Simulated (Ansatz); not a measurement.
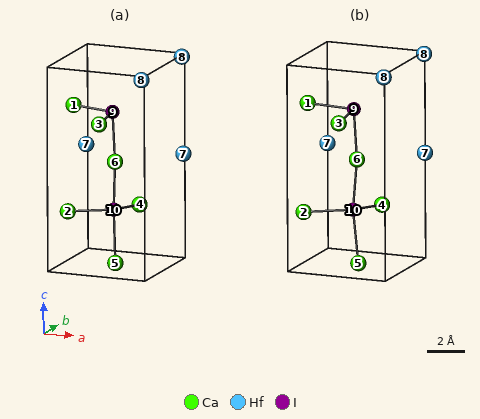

The structure of crystalline Ca3HfI (a generated structure, set up in P1) (coarse preliminary run) before (left) and after (right) a relaxation, at one scale.

Style: ball-and-stick. Shown: the cell of the calculation, slightly off an axis.

Method: DFT PBE, scalar-relativistic, plane waves, PAW in Ansatz 0.2.0. Set-up: plane-wave cutoff 420 eV; k-point mesh 4 × 4 × 2; occupations gaussian; smearing width 0.2 eV; no spin polarisation; cell and atoms relaxed; force threshold 0.025 eV/Å; at most 60 steps.

Question: What changed between the two?

Answer: The run was cut off at its time limit before the relaxation converged, so the last structure is only a point on the way. The largest move relative to the cell is that of Ca1, 0.35 Å along −a. By element the largest moves are Ca 0.35 Å, I 0.14 Å, Hf 0.12 Å. The volume changes by +0.9 %, with a 5.708 → 5.725 Å (+0.3 %), b 5.800 → 5.777 Å (−0.4 %), c 11.447 → 11.566 Å (+1.0 %), α 90.5° → 90.3°, β 90.0° → 90.2°, γ 90.2° → 90.0°. Among the contacts that change: Ca1–I9 2.346 → 2.798 Å, Ca1–I9 (another image) 3.375 → 2.942 Å, Ca2–I10 2.646 → 2.843 Å, Ca2–I10 (another image) 3.105 → 2.940 Å. Among the angles between lasting bonds that change: Ca5–I10–Ca6 176.5° → 168.9°, Ca2–I10–Ca5 82.8° → 76.7°, I9–Ca5–I10 176.1° → 170.0°. The space group stays P1 (No. 1). The energy falls by 2.274 eV per cell of the calculation in 2 geometry steps. The largest force component goes from 8 to 0.58 eV/Å. Pressure: 3.10 GPa at the start and 0.62 GPa at the end.
